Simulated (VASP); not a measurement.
## NiI2: structure and properties in VASP

What structure and properties does PBEsol + U give NiI2, and how near are they to the measured ones? The steps: magnetic order: ferromagnetic, magnetic order: antiferromagnetic, q = (0, 0, 1/2), magnetic order: antiferromagnetic, q = (1/2, 1/2, 1/2), magnetic order: antiferromagnetic, q = (1/2, 1/2, 0), the orders side by side, full relaxation (PBEsol + U), single point with fields (PBEsol + U), band structure (PBEsol + U), density of states (PBEsol + U), optical spectrum (PBEsol + U) and band structure (PBEsol + U + SOC). The start is a cell from a database of measured crystal structures.

Program: VASP 6.6.1. Level of theory: PBEsol, DFT+U (Ni d 4 eV), spin-polarised from a ferromagnetic start (one magnetic atom a cell); plane waves and PAW (Ni, I), in the first sound run; inputs show where later runs differ. Results are calculated unless marked as measured.

Experimental background.

“Effects of Pressure on the Electronic and Magnetic Properties of Bulk NiI2” (2023, arxiv:2306.04729) quotes from earlier work for NiI2, rhombohedral R-3m layered (bulk, earlier experiment, 300 K): lattice constant a (in-plane a, hexagonal setting) 3.922 Å [literature value at room temperature]; lattice constant c (out-of-plane c, hexagonal setting) 19.808 Å [literature value at room temperature].

Report form: the programs' logs are mostly left out.

The database entry behind the starting cell differs from later determinations by our own check (an axis about 0.9 % short against later determinations), so it need not match the best structure at ambient conditions.

## 1. Set-up

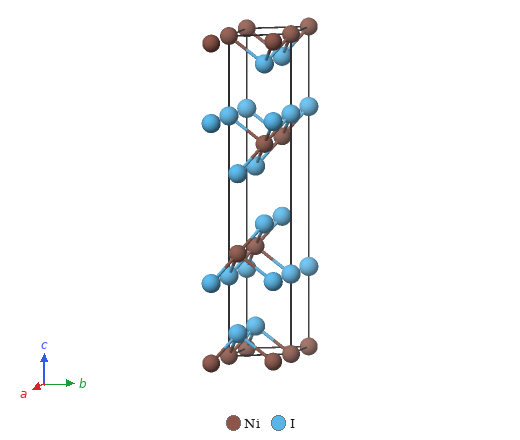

The cell as given, slightly off an axis (nickel brown, iodine blue). 2×1×1 cells are drawn. This picture shows the conventional cell, with its axes. Bonds to atoms that aren't drawn are left out. Some periodic images of atoms are drawn too.

## 2. Magnetic order: ferromagnetic

The properties of a magnet depend on its order, so a few collinear patterns are compared first on the cell as listed, beginning with all moments parallel. PBEsol restores the gradient expansion of exchange and is tuned for the cells of solids. A Hubbard U penalises fractional filling of the localised shell, which semilocal functionals favour.

INCAR reads:

```
SYSTEM = NiI2
PREC = Accurate
ENCUT = 400
EDIFF = 1E-06
NELM = 100
ISMEAR = 0
SIGMA = 0.05
LREAL = .FALSE.
ALGO = Normal
GGA = PS
NBANDS = 20
ISPIN = 2
MAGMOM = 1 0 0
LDAU = .TRUE.
LDAUTYPE = 2
LDAUL = 2 -1
LDAUU = 4 0
LDAUJ = 0 0
LDAUPRINT = 1
LASPH = .TRUE.
LMAXMIX = 4
LORBIT = 11
LWAVE = .FALSE.
LCHARG = .FALSE.
KPAR = 8
ISIF = 2
```

POSCAR reads:

```
NiI2
1.0
   -1.9460000000      3.3705708715      0.0000000000
    1.9460000000      3.3705708715      0.0000000000
   -1.9460000000     -1.1235236238     -6.5446666667
Ni I
1 2
Direct
    0.0000000000      0.0000000000      0.0000000000
    0.2500000000      0.5000000000      0.2500000000
    0.7500000000      0.5000000000      0.7500000000
```

KPOINTS reads:

```
Automatic mesh
0
Gamma
7 7 7
0 0 0
```

PAW data sets: Ni and I (PBE family, release 64).

The run is started by

```
$ mpirun -np 8 vasp_std
```

The job ended after 21 s (8 MPI ranks of Intel Xeon 6975P-C (Granite Rapids), shared host; peak memory 2.2 GiB).

The gap is read on the k-mesh alone, so it is an upper bound where the band edges lie off the mesh. Direct gaps are counted within one spin. The valence top and the conduction bottom belong to opposite spins. The PAW data sets were made with PBE, which is usual practice but a small mismatch for other functionals. At this level the cell is under a tension of 2.2 GPa, so at these settings it is away from equilibrium.

This step gave:

| Item | Value |
| --- | --- |
| SCF cycles | 16 |
| electrons | 24 |
| bands | 20 |
| irreducible k-points | 44 |
| symmetry operations | 12 |
| free energy (TOTEN) | -8.186 eV |
| Fermi energy | 4.888 eV |
| pressure | -2.158 GPa |
| moment of the cell, from the last line of the log | 2 μB |
| metallic | no |
| valence top at k | 0, 0, 0.4286 |
| conduction bottom at k | -0.4286, 0.2857, 0 |
| least direct gap on the k-mesh, within one spin | 1.447 eV |
| gap on the k-mesh | 0.7228 eV |

Spin moment in the PAW sphere by atom:

```
atom  spin moment in the PAW sphere (μB)
 Ni1                                1.44
  I2                                0.19
  I3                                0.19
```

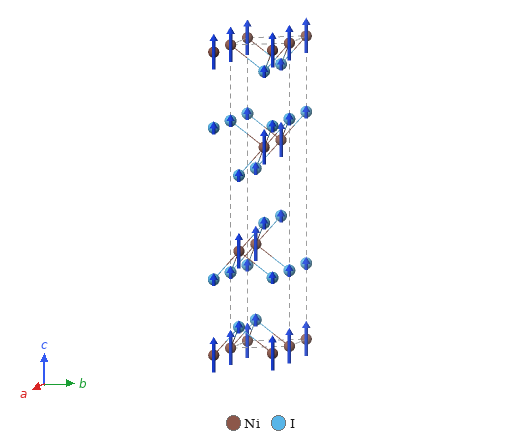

Spin moment in the PAW sphere as arrows, the longest 1.44 μB. Up and down stand for the sign. Arrows give size and sign along the axis of quantisation, drawn up and down the page. Each arrow also spans its atom, so small moments look longer than they are. Bonds to atoms that aren't drawn are left out. 2×1×1 conventional cells are drawn. Some periodic images of atoms are drawn too.

Force by atom:

```
atom  x (eV/Å)  y (eV/Å)  z (eV/Å)   size
 Ni1     0.000     0.000     0.000  0.000
  I2     0.000     0.000     0.817  0.817
  I3     0.000     0.000    -0.817  0.817
```

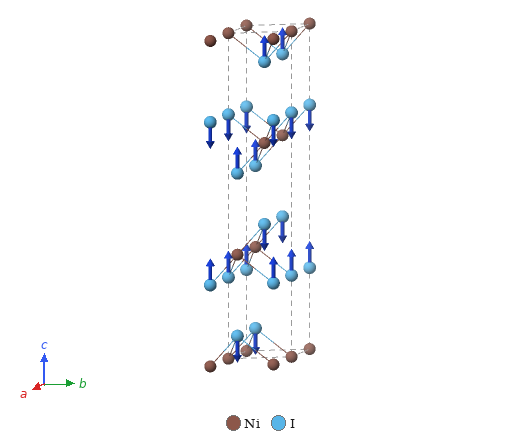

Force as arrows, the longest 0.817 eV/Å. Bonds to atoms that aren't drawn are left out. 2×1×1 conventional cells are drawn. Some periodic images of atoms are drawn too.

The run ends ferromagnetic with a largest moment of 1.44 μB, and the mesh shows a gap of 0.72 eV.

## 3. Magnetic order: antiferromagnetic, q = (0, 0, 1/2)

This step: PBEsol, DFT+U (Ni d 4 eV), spin-polarised from an antiferromagnetic start; plane waves and PAW (Ni, I) (VASP 6.6.1).

System of this step: NiI2. It takes space group R-3m (No. 166, trigonal). The conventional cell has a = 3.892 Å, b = 3.892 Å, c = 19.634 Å, α = 90.00°, β = 90.00°, γ = 120.00°. Ni has 6 I at 2.78 Å nearest. Nearest to I lie 3 Ni at 2.78 Å. Farther neighbours and most contacts between anions are not listed.

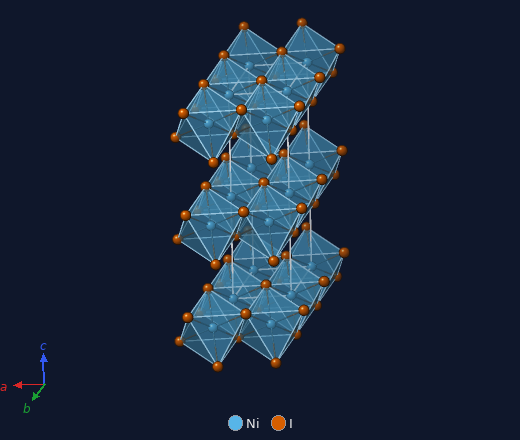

The cell of this step (nickel blue, iodine orange). 1×2×1 cells are drawn. Some periodic images of atoms are drawn too.

Next, a pattern with opposite moments, which needs a doubled cell; q is given in the reciprocal vectors of the primitive cell.

INCAR: that of step 2 with these lines changed.

```diff
@@ -10,5 +10,5 @@
 GGA = PS
-NBANDS = 20
+NBANDS = 33
 ISPIN = 2
-MAGMOM = 1 0 0
+MAGMOM = 1 -1 0 0 0 0
 LDAU = .TRUE.
```

POSCAR reads:

```
NiI2
1.0
   -1.9460000000      3.3705708715      0.0000000000
    1.9460000000      3.3705708715      0.0000000000
   -3.8920000000     -2.2470472476    -13.0893333334
Ni I
2 4
Direct
    0.0000000000      0.0000000000      0.0000000000
    0.0000000000      0.0000000000      0.5000000000
    0.2500000000      0.5000000000      0.1250000000
    0.2500000000      0.5000000000      0.6250000000
    0.7500000000      0.5000000000      0.3750000000
    0.7500000000      0.5000000000      0.8750000000
```

KPOINTS is that of step 2.

The run is started by

```
$ mpirun -np 8 vasp_std
```

It took 64 s on 8 MPI ranks; peak memory 3.6 GiB; 6.8 min of CPU time.

At this level the cell is under a tension of 2.4 GPa, so at these settings it is away from equilibrium.

This step gave:

| Item | Value |
| --- | --- |
| SCF cycles | 18 |
| electrons | 48 |
| bands | 33 |
| free energy (TOTEN) | -16.41 eV |
| Fermi energy | 4.855 eV |
| pressure | -2.369 GPa |
| conduction bottom at k | -0.2857, 0.2857, 0 |
| least direct gap at k | 0, 0.1429, 0.2857 |
| gap on the k-mesh | 0.9253 eV |
| least direct gap on the k-mesh | 1.161 eV |

Spin moment in the PAW sphere by atom:

```
atom  spin moment in the PAW sphere (μB)
 Ni1                                1.43
 Ni2                               -1.43
  I3                                0.17
  I4                               -0.17
  I5                               -0.17
  I6                                0.17
```

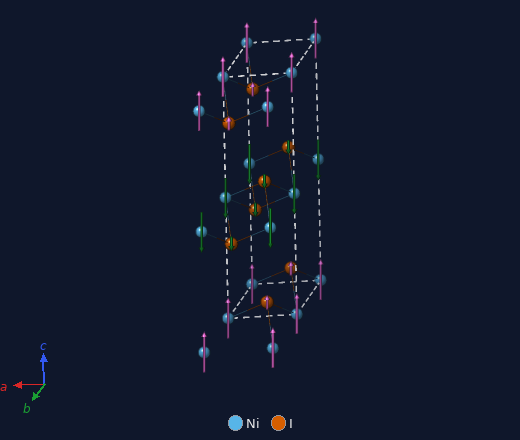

Spin moment in the PAW sphere as arrows, the longest 1.43 μB. Up and down stand for the sign. Arrows give size and sign along the axis of quantisation, drawn up and down the page. Each arrow also spans its atom, so small moments look longer than they are. The two directions have two colours. Bonds to atoms that aren't drawn are left out. 1×2×1 cells are drawn. Some periodic images of atoms are drawn too.

Force by atom:

```
atom  x (eV/Å)  y (eV/Å)  z (eV/Å)   size
 Ni1     0.000     0.000     0.000  0.000
 Ni2     0.000     0.000     0.000  0.000
  I3     0.000     0.000     0.794  0.794
  I4     0.000     0.000     0.794  0.794
  I5     0.000     0.000    -0.794  0.794
  I6     0.000     0.000    -0.794  0.794
```

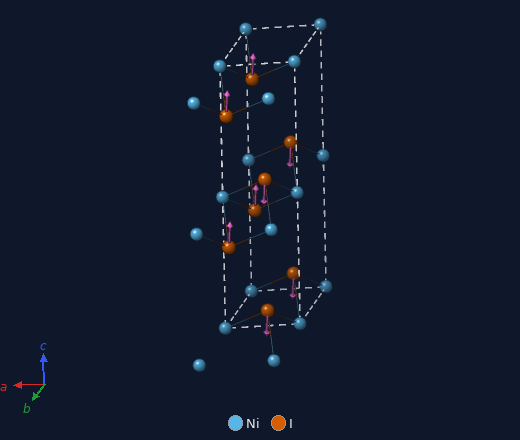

Force as arrows, the longest 0.794 eV/Å. Bonds to atoms that aren't drawn are left out. 1×2×1 cells are drawn. Some periodic images of atoms are drawn too.

The energy lies -5.9 meV an atom from the first pattern. The run ends antiferromagnetic with a largest moment of 1.43 μB, and the mesh shows a gap of 0.93 eV.

## 4. Magnetic order: antiferromagnetic, q = (1/2, 1/2, 1/2)

INCAR is that of step 3.

POSCAR reads:

```
NiI2
1.0
   -3.8920000000      0.0000000000      0.0000000000
    0.0000000000      6.7411417430      0.0000000000
    0.0000000000      2.2470472477     -6.5446666667
Ni I
2 4
Direct
    0.0000000000      0.0000000000      0.0000000000
    0.5000000000      0.5000000000      0.0000000000
    0.0000000000      0.2500000000      0.2500000000
    0.5000000000      0.7500000000      0.2500000000
    0.5000000000      0.2500000000      0.7500000000
    0.0000000000      0.7500000000      0.7500000000
```

KPOINTS reads:

```
Automatic mesh
0
Gamma
6 4 4
0 0 0
```

The run is started by

```
$ mpirun -np 8 vasp_std
```

It took 50 s on 8 MPI ranks; peak memory 3.3 GiB.

Numbers from this step:

| Item | Value |
| --- | --- |
| SCF cycles | 17 |
| irreducible k-points | 40 |
| symmetry operations | 4 |
| free energy (TOTEN) | -16.36 eV |
| Fermi energy | 4.776 eV |
| pressure | -2.246 GPa |
| valence top at k | 0, 0.25, 0 |
| conduction bottom at k | 0.5, 0, 0 |
| least direct gap at k | 0.5, 0, 0 |
| gap on the k-mesh | 0.8006 eV |
| least direct gap on the k-mesh | 1.050 eV |

Spin moment in the PAW sphere by atom:

```
atom  spin moment in the PAW sphere (μB)
 Ni1                                1.45
 Ni2                               -1.45
  I3                               -0.06
  I4                                0.06
  I5                                0.06
  I6                               -0.06
```

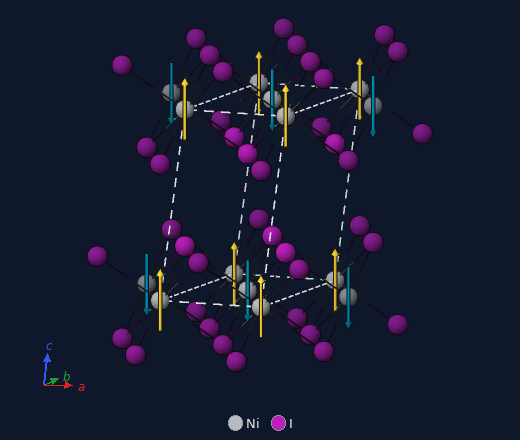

Spin moment in the PAW sphere as arrows, the longest 1.45 μB. Up and down stand for the sign. Arrows give size and sign along the axis of quantisation, drawn up and down the page. The two directions have two colours. Some periodic images of atoms are drawn too.

Force by atom:

```
atom  x (eV/Å)  y (eV/Å)  z (eV/Å)   size
 Ni1     0.000     0.000     0.000  0.000
 Ni2     0.000     0.000     0.000  0.000
  I3     0.000     0.004     0.793  0.793
  I4     0.000     0.004     0.793  0.793
  I5     0.000    -0.004    -0.793  0.793
  I6     0.000    -0.004    -0.793  0.793
```

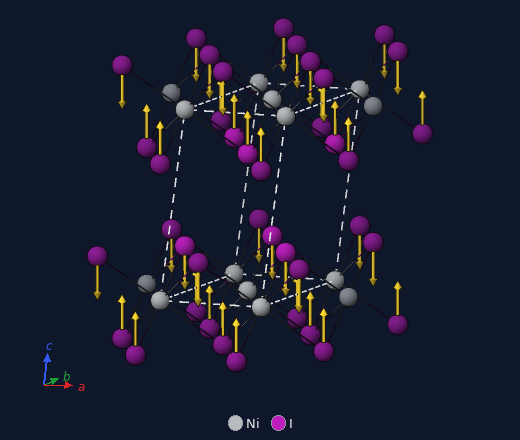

Force as arrows, the longest 0.793 eV/Å. Some periodic images of atoms are drawn too.

The energy lies +2.9 meV an atom from the first pattern. The run ends antiferromagnetic with a largest moment of 1.45 μB, and the mesh shows a gap of 0.80 eV.

## 5. Magnetic order: antiferromagnetic, q = (1/2, 1/2, 0)

INCAR is that of step 4.

POSCAR reads:

```
NiI2
1.0
   -3.8920000000      0.0000000000      0.0000000000
    0.0000000000      6.7411417430      0.0000000000
   -1.9460000000     -1.1235236238     -6.5446666667
Ni I
2 4
Direct
    0.0000000000      0.0000000000      0.0000000000
    0.5000000000      0.5000000000      0.0000000000
    0.8750000000      0.3750000000      0.2500000000
    0.3750000000      0.8750000000      0.2500000000
    0.1250000000      0.6250000000      0.7500000000
    0.6250000000      0.1250000000      0.7500000000
```

KPOINTS reads:

```
Automatic mesh
0
Gamma
6 4 6
0 0 0
```

The run is started by

```
$ mpirun -np 8 vasp_std
```

Elapsed: 60 s, on 8 MPI ranks; peak memory 3.7 GiB; 6.3 min of CPU time.

At this level the cell is under a tension of 2.3 GPa, so at these settings it is away from equilibrium.

This step gave:

- irreducible k-points: 47
- free energy (TOTEN): -16.38 eV
- Fermi energy: 4.855 eV
- pressure: -2.345 GPa
- valence top at k: 0, 0.25, 0.5
- least direct gap at k: 0, 0.5, 0.5
- gap on the k-mesh: 0.8913 eV
- least direct gap on the k-mesh: 1.015 eV

Spin moment in the PAW sphere by atom:

```
atom  spin moment in the PAW sphere (μB)
 Ni1                                1.44
 Ni2                               -1.44
  I3                               -0.06
  I4                                0.06
  I5                               -0.06
  I6                                0.06
```

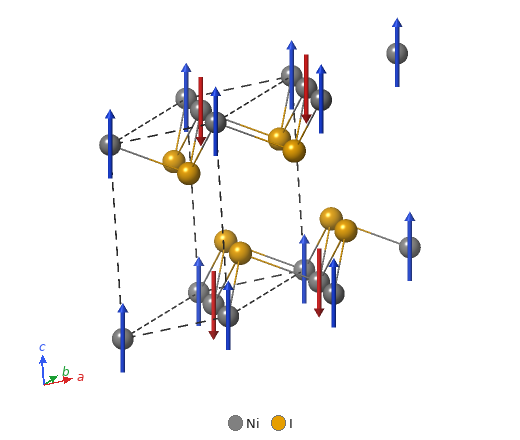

Spin moment in the PAW sphere as arrows, the longest 1.44 μB. Up and down stand for the sign. Arrows give size and sign along the axis of quantisation, drawn up and down the page. The two directions have two colours. Bonds to atoms that aren't drawn are left out. 2×1×1 cells are drawn. Some periodic images of atoms are drawn too.

Force by atom:

```
atom  x (eV/Å)  y (eV/Å)  z (eV/Å)   size
 Ni1     0.000     0.000     0.000  0.000
 Ni2     0.000     0.000     0.000  0.000
  I3     0.000     0.002     0.783  0.783
  I4     0.000     0.002     0.783  0.783
  I5     0.000    -0.002    -0.783  0.783
  I6     0.000    -0.002    -0.783  0.783
```

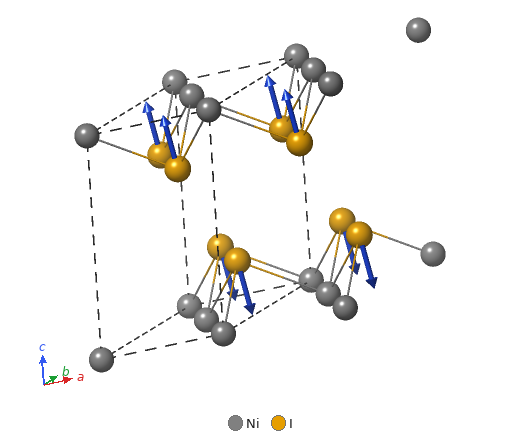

Force as arrows, the longest 0.783 eV/Å. Bonds to atoms that aren't drawn are left out. 2×1×1 cells are drawn. Some periodic images of atoms are drawn too.

The energy lies -1.0 meV an atom from the first pattern. The run ends antiferromagnetic with a largest moment of 1.44 μB, and the mesh shows a gap of 0.89 eV.

## 6. The orders side by side

This step: collinear orders at PBEsol, DFT+U (Ni d 4 eV); plane waves and PAW (VASP 6.6.1).

Derived from the runs above.

Patterns, by row:

```
                                 start  atoms  energy less that of the first (meV/atom)  largest site moment (μB)          end state
                         ferromagnetic      3                                         0                      1.44      ferromagnetic
    antiferromagnetic, q = (0, 0, 1/2)      6                                      -5.9                      1.43  antiferromagnetic
antiferromagnetic, q = (1/2, 1/2, 1/2)      6                                       2.9                      1.45  antiferromagnetic
  antiferromagnetic, q = (1/2, 1/2, 0)      6                                        -1                      1.44  antiferromagnetic
```

The session goes on in the lowest magnetic state found: antiferromagnetic, q = (0, 0, 1/2). The next one lies 4.9 meV an atom higher.

## 7. Full relaxation (PBEsol + U)

This step: PBEsol, DFT+U (Ni d 4 eV), spin-polarised from an antiferromagnetic start; plane waves and PAW (Ni, I) (VASP 6.6.1).

The start need not lie at this functional's minimum. ISIF = 3 frees volume, shape and positions, and EDIFFG sets the threshold on forces and stress at which the search stops.

INCAR: that of step 5 with these lines changed.

```diff
@@ -12,3 +12,3 @@
 ISPIN = 2
-MAGMOM = 1 -1 0 0 0 0
+MAGMOM = 1.43 -1.43 0.17 -0.17 -0.17 0.17
 LDAU = .TRUE.
@@ -25,2 +25,5 @@
 KPAR = 8
-ISIF = 2
+IBRION = 2
+NSW = 60
+ISIF = 3
+EDIFFG = -0.01
```

POSCAR reads:

```
NiI2
1.0
   -1.9460000000      3.3705708715      0.0000000000
    1.9460000000      3.3705708715      0.0000000000
   -3.8920000000     -2.2470472476    -13.0893333334
Ni I
2 4
Direct
    0.0000000000      0.0000000000      0.0000000000
    0.0000000000      0.0000000000      0.5000000000
    0.2500000000      0.5000000000      0.1250000000
    0.2500000000      0.5000000000      0.6250000000
    0.7500000000      0.5000000000      0.3750000000
    0.7500000000      0.5000000000      0.8750000000
```

KPOINTS reads:

```
Automatic mesh
0
Gamma
7 7 7
0 0 0
```

The run is started by

```
$ mpirun -np 8 vasp_std
```

It took 10 min on 8 MPI ranks; peak memory 3.8 GiB; 67 min of CPU time.

The magnetic order is the lowest of the few collinear ones that converged above; longer or canted patterns were not tried. The cell is doubled for it, so bands and modes from the zone boundary of the chemical cell fold onto Γ and the labels are those of the larger cell. The bonds form layers, held to each other by dispersion, which PBEsol lacks, so the spacing between them is unreliable. The run keeps the 12 symmetry operations of its start, so it cannot find a distortion of lower symmetry.

The steps of the relaxation:

```
step  energy less that of the first step (eV)  largest force (eV/Å)  pressure (GPa)  volume (Å³)
   1                                   0.0000                0.7943           -2.37       171.71
   2                                  -0.1596                0.2231            0.77       161.40
   3                                  -0.1596                0.2247            0.78       161.42
   4                                  -0.1809                0.1477            0.37       163.50
   5                                  -0.1875                0.0561           -0.01       166.00
   6                                  -0.1878                0.0736            0.10       165.53
   7                                  -0.1928                0.0699            0.04       166.32
   8                                  -0.2022                0.0651           -0.12       168.70
   9                                  -0.2012                0.0732           -0.31       173.40
  10                                  -0.2046                0.0627           -0.18       170.75
  11                                  -0.2033                0.0695            0.46       169.51
  12                                  -0.2055                0.0112            0.02       170.26
  13                                  -0.2055                0.0088            0.02       170.24
  14                                  -0.2055                0.0074            0.03       170.22
  15                                  -0.2057                0.0016            0.01       170.51
```

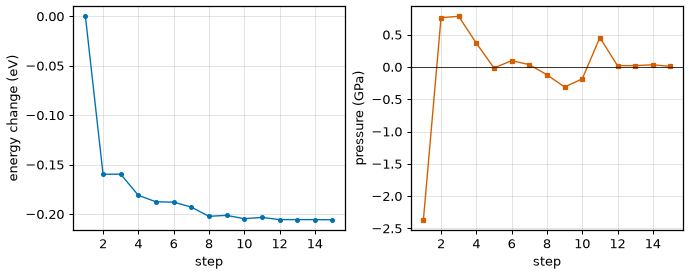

Energy and pressure along the relaxation.

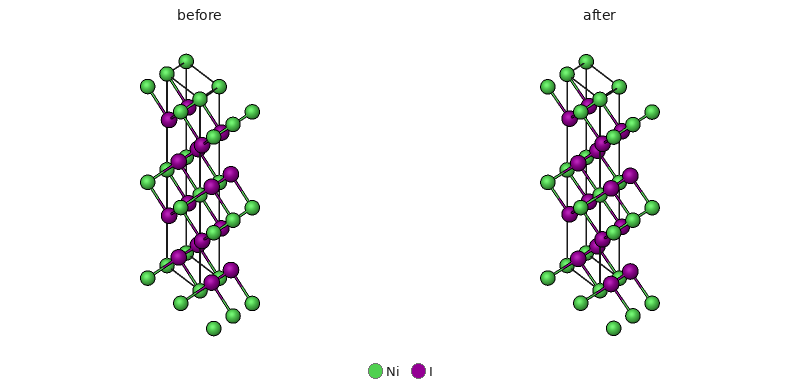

The structure before and after the relaxation, drawn at the same scale. Bonds to atoms that aren't drawn are left out.

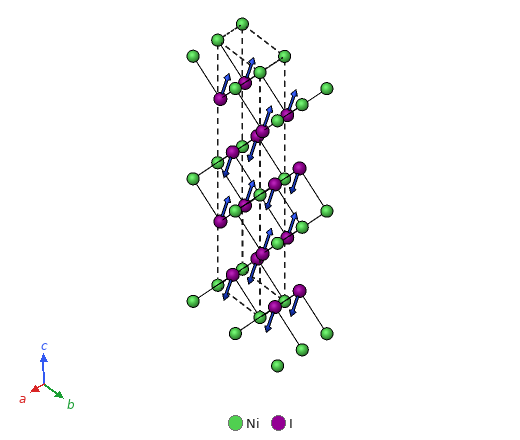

Displacements in the relaxation, exaggerated, measured against the changing cell; the longest in the cell stands for 0.12 Å. Bonds to atoms that aren't drawn are left out. 2×2×1 cells are drawn. Some periodic images of atoms are drawn too.

```
conventional cell, symmetrised  before   after  change
                         a (Å)   3.892   3.882  -0.3 %
                         b (Å)   3.892   3.882  -0.3 %
                         c (Å)  19.634  19.602  -0.2 %
              volume (Å³/atom)   28.62   28.42  -0.7 %
```

The atoms that moved most (Å, as changes of fractional coordinates times the final cell):

```
atom     dx     dy      dz  length
  I4  0.000  0.000   0.120   0.120
  I6  0.000  0.000  -0.120   0.120
  I3  0.000  0.000   0.120   0.120
  I5  0.000  0.000  -0.120   0.120
```

The relaxed structure:

```
Ni I
1.0
    -1.94076    3.36150    0.00000
     1.94076    3.36150    0.00000
    -3.88152   -2.24100  -13.06780
Ni I
2 4
Cartesian
  0.0000 0.0000 0.0000
  -1.9408 -1.1205 -6.5339
  0.0000 2.2410 -1.5139
  -1.9408 1.1205 -8.0478
  -1.9408 3.3615 -5.0200
  -3.8815 2.2410 -11.5539
```

This step gave:

```yaml
irreducible_k_points: 44
symmetry_operations: 12
free_energy_toten: -16.61 eV
fermi_energy: 4.947 eV
pressure: 0.01031 GPa
valence_top_at_k: 0, 0, 0.4286
conduction_bottom_at_k: -0.2857, 0.2857, 0
least_direct_gap_at_k: -0.1429, 0, 0.2857
scf_cycles_over_all_ionic_steps: 154
gap_on_the_k_mesh: 1.023 eV
least_direct_gap_on_the_k_mesh: 1.220 eV
```

Spin moment in the PAW sphere by atom:

```
atom  spin moment in the PAW sphere (μB)
 Ni1                                1.38
 Ni2                               -1.38
  I3                                0.19
  I4                               -0.19
  I5                               -0.19
  I6                                0.19
```

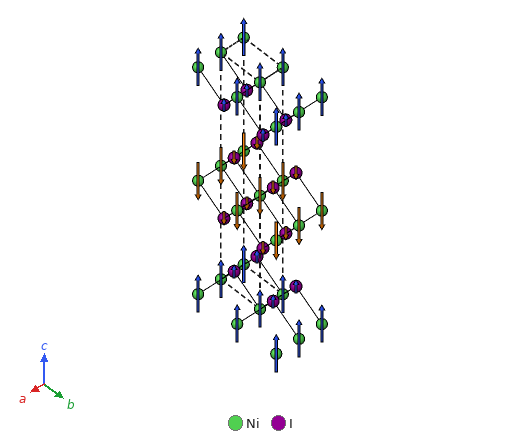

Spin moment in the PAW sphere as arrows, the longest 1.38 μB. Up and down stand for the sign. Arrows give size and sign along the axis of quantisation, drawn up and down the page. Each arrow also spans its atom, so small moments look longer than they are. The two directions have two colours. Bonds to atoms that aren't drawn are left out. 2×2×1 cells are drawn. Some periodic images of atoms are drawn too.

It ends with a largest force of 0.002 eV/Å and a pressure of 0.01 GPa.

(Part 1 of 2 ends here.)

[Lines on the potential files, build, host, timing and source positions are cut from VASP's logs without a mark.]

[Logs are printed without paths, hosts, clocks, repeated set-up lines and the standing remarks that a program may print on its own settings, such as how far it seeks lower states.]

[Hosts, paths, dates, database ids (printed as entryN), source tags and the programs' standing remarks are cut or masked in the printed files.]

[A measured line is paired with the nearest computed mode of its activity, which favours agreement.]

[In band tables of VASP the shares of atoms and orbitals are scaled to a sum of 1 inside the atoms' spheres.]
